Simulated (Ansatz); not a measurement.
**Computed against measured: atomisation enthalpy at 298 K**

8 molecules with halogens; the atomisation enthalpy at 298 K in kJ/mol, computed less measured. Shapes, held fixed at every level: PBE0-D4/def2-TZVP. Thermal terms are harmonic and unscaled (PBE0-D4/def2-TZVP); the spin-orbit lowering of the free atoms is taken from their spectra. Programs: Ansatz 0.2.0. Measured values: Active Thermochemical Tables, CRC Handbook of Chemistry and Physics, NIST-JANAF tables.

Levels: A = PBE0-D4/def2-TZVPP; B = B2PLYP/def2-TZVPP; C = MP2/def2-SVP; D = CCSD/STO-3G.

| molecule | from tabulated heats | A | B | C | D |
| --- | --- | --- | --- | --- | --- |
| Cl2 (chlorine) | 243 | +1 | -20 | -69 | -108 |
| I2 (iodine) | 151 | -11 | -29 | -64 | -28 |
| AsF3 (arsenic trifluoride) | 1326 | -10 | +4 | -88 | -636 |
| BClF2 (chlorodifluoroborane) | 1736 | +6 | -11 | +24 | -217 |
| SOF2 (thionyl fluoride) | 1229 | +27 | +11 | -143 | -1057 |
| PF3 (phosphorus trifluoride) | 1513 | -40 | -32 | -157 | -775 |
| CH3Cl (chloromethane) | 1575 | +2 | -21 | -91 | +40 |
| SiH2F2 (SMILES F[SiH2]F) | 1836 | -70 | -41 | -130 | -389 |

**Question.** Sum up the errors.

**Answer.** 
```json
{"level": "PBE0-D4/def2-TZVPP", "kind": "global hybrid", "mean error": "-11.9", "mean absolute error": "20.9", "worst case": "SiH2F2"}
{"level": "B2PLYP/def2-TZVPP", "kind": "double hybrid", "mean error": "-17.4", "mean absolute error": "21.1", "worst case": "SiH2F2"}
{"level": "MP2/def2-SVP", "kind": "perturbation theory", "mean error": "-89.8", "mean absolute error": "95.8", "worst case": "PF3"}
{"level": "CCSD/STO-3G", "kind": "coupled cluster or CI", "mean error": "-396.2", "mean absolute error": "406.2", "worst case": "SOF2"}
```

On this set PBE0-D4/def2-TZVPP has the smallest mean absolute error and CCSD/STO-3G the largest. B2PLYP/def2-TZVPP is too low in 6 of 8; MP2/def2-SVP is too low in 7 of 8; CCSD/STO-3G is too low in 7 of 8. The molecules' own spin-orbit binding is left out, so errors for heavy halides read too negative. Heats of the atoms come from ATcT where it has them, that of boron, 570 kJ/mol, from recent work. The levels differ in basis as well as in method. With so many references in doubt the order of the levels isn't settled. The tabulated values of AsF3, BClF2, SOF2, SiH2F2 are in doubt (older tables, estimates, or at odds with other calculations) and kept here. Over the 4 molecules whose values aren't doubted the mean absolute errors are A 13.5; B 25.5; C 95.2; D 237.8. The smallest two are near a tie. Correlated wave functions converge slowly with the basis. CCSD also lacks the triples, which bind further. T1 is large for SOF2 (0.021), so single-reference values are less sure there. For atoms past krypton def2 sets carry core potentials with scalar relativity. All-electron rows are non-relativistic unless named. Relativity is left out for As. Outer-core shells of As, I are correlated, in sets that cover them unevenly. The set is small.

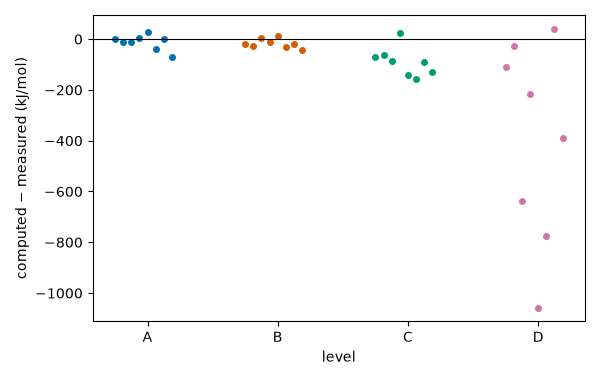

Errors of each level, one point a molecule.
